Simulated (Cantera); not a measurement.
A closed system holds: 1 mol Cr2O3, 46 mol H2, 0.42 mol N2, at 973 K.

These are equilibrium values from Cantera (NASA tables, ideal gas, pure condensed phases), not measurements of a reactor. Candidate condensed phases: Cr, CrN, Cr2N, Cr2O3, H2O; 29 gas species. Kinetics and transport are ignored.

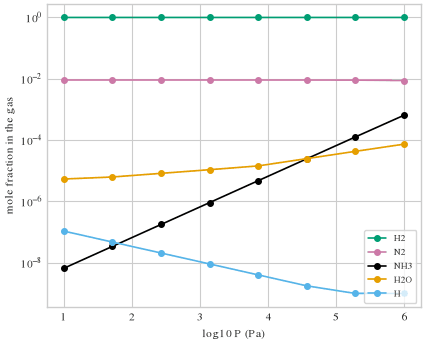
Figure: Equilibrium gas composition (values under 1e-9 drawn at 1e-9)

Read off the mole fractions at 14.0 mbar.

H2 about 0.99, N2 about 0.0090, H2O about 1.1e-5, NH3 about 9.2e-7.
